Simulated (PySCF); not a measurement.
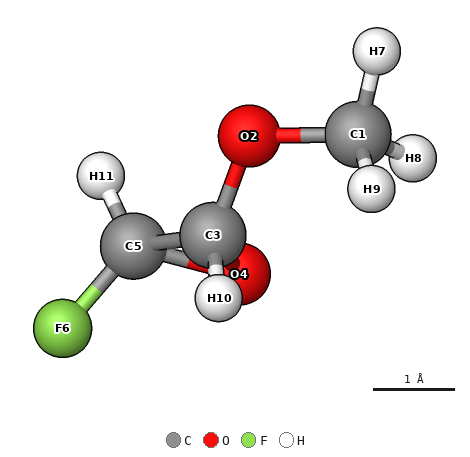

**Figure 1.** The input geometry (ball-and-stick view, seen at a tilt; atoms are numbered from 1 in the order of the input).

# NMR shielding calculation of C$_{3}$H$_{5}$FO$_{2}$

C$_{3}$H$_{5}$FO$_{2}$, computed with GIAO KT2/pcSseg-2 NMR shielding, non-relativistic, gas phase (PySCF 2.14.0).

The geometry comes from this level: PBE0-D3(BJ)/def2-SVP. Figures and captions count atoms from 1; the log counts them from 0 in places.

### What the program printed
```
coarse grid: 9616 points
cycle   1  E = -372.9971549436  dE =  9.962e-01  |g| = 1.042e+00  |ddm| = 2.238e+00
cycle   2  E = -372.4452431033  dE =  5.519e-01  |g| = 2.013e+00  |ddm| = 2.189e+00
cycle   3  E = -373.1698748036  dE = -7.246e-01  |g| = 1.943e-01  |ddm| = 1.708e+00
cycle   4  E = -373.1734532216  dE = -3.578e-03  |g| = 1.490e-01  |ddm| = 2.104e-01
cycle   5  E = -373.1771632650  dE = -3.710e-03  |g| = 3.043e-02  |ddm| = 9.761e-02
cycle   6  E = -373.1773317135  dE = -1.684e-04  |g| = 9.558e-03  |ddm| = 2.354e-02
cycle   7  E = -373.1773464975  dE = -1.478e-05  |g| = 2.939e-03  |ddm| = 7.779e-03
cycle   8  E = -373.1773477925  dE = -1.295e-06  |g| = 1.230e-03  |ddm| = 3.073e-03
final grid: 94504 points
cycle   9  E = -373.1929043675  dE = -5.269e-04  |g| = 1.918e-02  |ddm| = 1.497e-01
cycle  10  E = -373.1927525414  dE =  1.518e-04  |g| = 3.612e-02  |ddm| = 2.915e-02
cycle  11  E = -373.1929574129  dE = -2.049e-04  |g| = 3.125e-03  |ddm| = 2.107e-02
cycle  12  E = -373.1929586380  dE = -1.225e-06  |g| = 1.922e-03  |ddm| = 2.917e-03
cycle  13  E = -373.1929592584  dE = -6.204e-07  |g| = 5.220e-04  |ddm| = 1.208e-03
cycle  14  E = -373.1929593112  dE = -5.284e-08  |g| = 1.194e-04  |ddm| = 4.128e-04
cycle  15  E = -373.1929593134  dE = -2.218e-09  |g| = 4.694e-05  |ddm| = 9.783e-05
cycle  16  E = -373.1929593138  dE = -4.165e-10  |g| = 7.656e-06  |ddm| = 3.855e-05
```

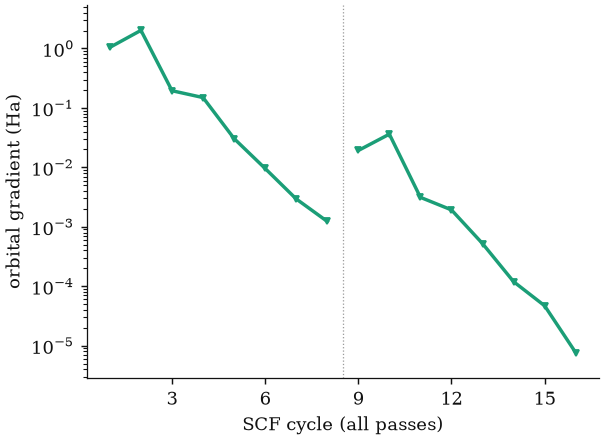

**Figure 2.** Convergence of the self-consistent field: orbital gradient against the SCF cycle. The dotted line marks the change from a coarse to the final integration grid. The first 8 cycles use a coarse grid, the final grid takes over at cycle 9, and the field converges after 16 cycles in all.

```
converged SCF energy = -373.1929593138

GIAO shielding tensors (ppm)
atom      isotropic    diamagn.    paramagn.     s11        s22        s33       span
  0 C      125.251     239.712    -114.461     92.587    101.506    181.660     89.073
  1 O      260.813     388.578    -127.765    173.724    275.953    332.760    159.037
  2 C       98.990     246.623    -147.633     49.534     81.387    166.049    116.516
  3 O      197.143     390.889    -193.746     56.785    145.805    388.839    332.054
  4 C       89.557     246.444    -156.887     39.788     74.966    153.915    114.126
  5 F      332.762     465.435    -132.673    241.141    358.698    398.448    157.307
  6 H       27.703      27.995      -0.292     24.132     25.496     33.481      9.348
  7 H       27.651      29.322      -1.671     23.554     25.991     33.408      9.854
  8 H       28.040      29.057      -1.017     24.740     25.819     33.562      8.823
  9 H       26.828      29.792      -2.964     21.014     27.206     32.263     11.249
 10 H       25.904      29.246      -3.342     20.502     26.828     30.381      9.879
```

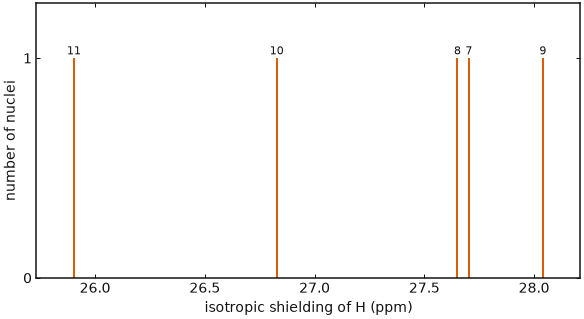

**Figure 3.** Isotropic shieldings of the hydrogen nuclei in this fixed geometry, labelled by atom number; shielding grows to the right, so chemical shift grows to the left. The least shielded is H11 (25.9 ppm), the most shielded H9 (28.0 ppm).

This output came from the following input.

### The input
```
{"job": {"kind": "nmr", "xc": "KT2", "basis": "pcSseg-2", "pop": false}, "charge": 0, "multiplicity": 1}
C      1.634318     0.718636    -0.204278
O      0.358481     0.743386     0.391399
C     -0.326990    -0.417248     0.268958
O     -0.999174    -0.654498    -0.970012
C     -1.770883    -0.384364     0.139784
F     -2.507309    -1.409719     0.601508
H      2.114091     1.682286     0.008647
H      1.564754     0.583331    -1.296914
H      2.259480    -0.091256     0.215203
H      0.164020    -1.314295     0.678803
H     -2.337078     0.556081     0.143520
```

The first line tells a small driver script what to run in PySCF; the rest is the geometry in Å.

Run as:
```bash
OMP_NUM_THREADS=1 python <driver script> task.json out
```

### Summary

```json
{"quantity": "outcome", "value": "converged"}
{"quantity": "total energy", "value": "−373.192959 hartree"}
{"quantity": "HOMO", "value": "−7.04 eV"}
{"quantity": "LUMO", "value": "0.10 eV"}
{"quantity": "dipole moment", "value": "2.07 D"}
{"quantity": "isotropic shielding, C", "value": "89.6 to 125.3 ppm"}
{"quantity": "isotropic shielding, O", "value": "197.1 to 260.8 ppm"}
{"quantity": "isotropic shielding, F", "value": "332.8 ppm"}
{"quantity": "isotropic shielding, H", "value": "25.9 to 28.0 ppm"}
{"quantity": "hardware", "value": "1 CPU thread, shared host"}
{"quantity": "wall time", "value": "70 s"}
{"quantity": "peak memory", "value": "0.86 GiB"}
```
